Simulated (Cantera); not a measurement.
Feed: 1 mol Al(CH₃)₃, 0.36 mol NH₃, a varied amount of N₂, equilibrated at 673.15 K and 70.0 Pa.

Equilibrium computed with Cantera from the NASA thermochemical tables; the gas is ideal and each condensed phase is pure. Candidate condensed phases: Al, AlN, C, C₆H₆, C₇H₈, C₈H₁₈; 97 gas species. The feed counts by its element totals alone. Equilibrium is a limit: real reactors are often held back by kinetics, nucleation or transport.

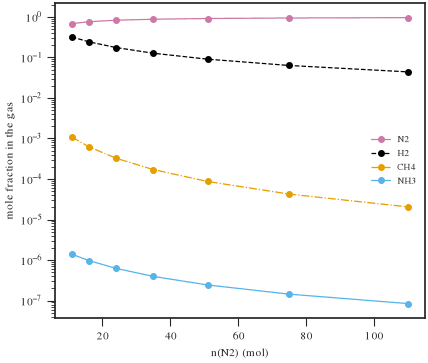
Figure: Equilibrium gas composition (values under 1e-9 drawn at 1e-9)

From 11 mol N₂ to 110 mol N₂ the condensed part is AlN(s) + C(graphite).
